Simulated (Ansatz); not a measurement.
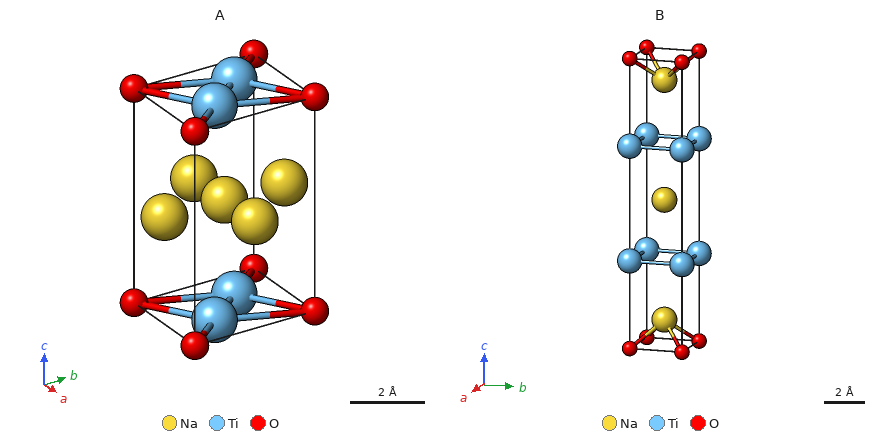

Two structures of Na3Ti2O, each relaxed to rest (conventional cells in solid outline, small ones repeated, not to one scale). Method: DFT PBE, scalar-relativistic, plane waves, PAW (Ansatz), with collinear spins.

Describe A and B.

A: CeCo₃B₂ type, P6/mmm. B: 6 atoms a cell on a primitive tetragonal lattice, P4/mmm.

Which structure wins energetically, and by what margin?

B is lower, by 694 meV/atom at this level of theory (energies at zero smearing). Volumes: A 21.9, B 18.9 Å³/atom.

One or both may be structure types tried for this composition rather than known phases.
